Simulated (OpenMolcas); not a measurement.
# How methods differ on C2F6 (hexafluoroethane)

C2F6: 8 atoms, total charge 0, spin state singlet. SMILES: `FC(F)(F)C(F)(F)F`. The coordinates come from a PBE0-D4/def2-TZVP relaxation.

Quantity: the vertical energy of the triplet above the singlet, in eV. The values are calculated.

```json
{"level": "HF/6-31G* (spherical functions)", "kind": "Hartree–Fock", "program": "OpenMolcas", "value (eV)": "13.08", "CPU time (all runs)": "76 s"}
{"level": "SVWN5/6-31G* (spherical functions)", "kind": "LDA", "program": "OpenMolcas", "value (eV)": "10.00", "CPU time (all runs)": "3 min"}
{"level": "BLYP/6-31G* (spherical functions)", "kind": "GGA", "program": "OpenMolcas", "value (eV)": "10.10", "CPU time (all runs)": "3.8 min"}
{"level": "revPBE/6-31G* (spherical functions)", "kind": "GGA", "program": "OpenMolcas", "value (eV)": "10.06", "CPU time (all runs)": "3.6 min"}
{"level": "TPSS/6-31G* (spherical functions)", "kind": "meta-GGA", "program": "OpenMolcas", "value (eV)": "10.21", "CPU time (all runs)": "5.9 min"}
{"level": "PBE0/6-31G* (spherical functions)", "kind": "global hybrid", "program": "OpenMolcas", "value (eV)": "10.90", "CPU time (all runs)": "3.9 min"}
```

The values span 10.00 to 13.08 eV. A triplet this far above the singlet is often a Rydberg-like or dissociative state; sets without diffuse functions put Rydberg states too high. Times are those of the runs behind each value, whatever else they computed, on shared processors of several kinds: orders of magnitude only.

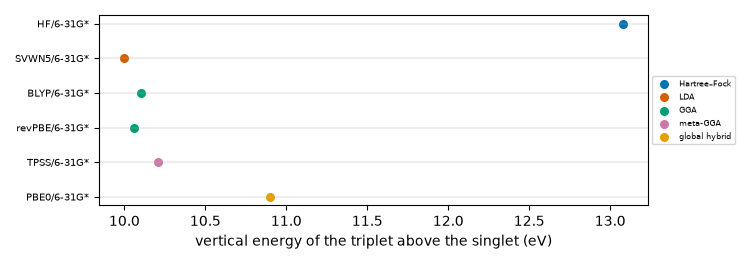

The values of the table, level by level.
